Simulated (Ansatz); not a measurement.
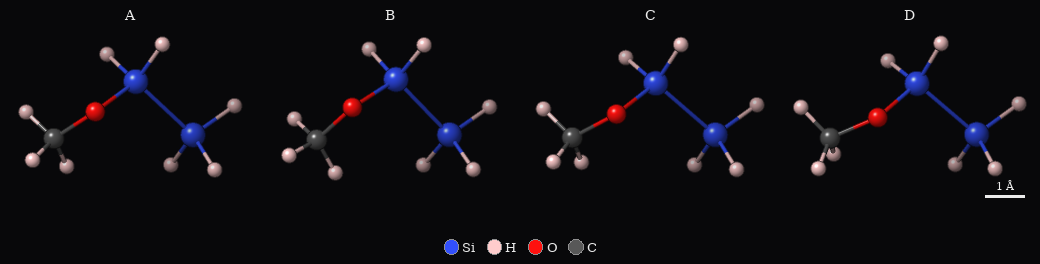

4 geometries from one relaxation of CH8OSi2, in shuffled order. A ball-and-stick model, seen at a tilt.

The run prepares the start of a later molecular dynamics calculation, from a guessed geometry.

Level of theory: RKS B3LYP/STO-3G in Ansatz 0.2.0. Settings: no spin polarisation; force threshold 0.02 eV/Å; at most 40 steps.

> Order the frames from highest to lowest energy.

D, C, A, B. They are steps 0, 3, 4, 10, at +37.2 kJ/mol, +4.22 kJ/mol, +2.13 kJ/mol relative to the last. Over 10 geometry steps the energy falls by 37.2 kJ/mol. Largest force component: 2.1 eV/Å at the start, 0.0094 eV/Å at the end. An H atom moves most after the best rigid fit: 0.97 Å. By element the largest moves are H 0.97 Å, O 0.39 Å, C 0.20 Å, Si 0.19 Å. Near-neighbour distances that change, for instance: O–Si 1.679 → 1.733 Å, Si–Si 2.220 → 2.272 Å, C–O 1.420 → 1.462 Å, H–Si 1.460 → 1.445 Å. Among the angles between lasting bonds that change: Si–O–C 125.0° → 110.9°, H–Si–O 109.5° → 103.7°, Si–Si–O 109.5° → 114.9°. Groups turn about O–Si by about 35°, C–O by about 20°.

Limits of the set-up: STO-3G is a minimal basis, so the numbers are rough.
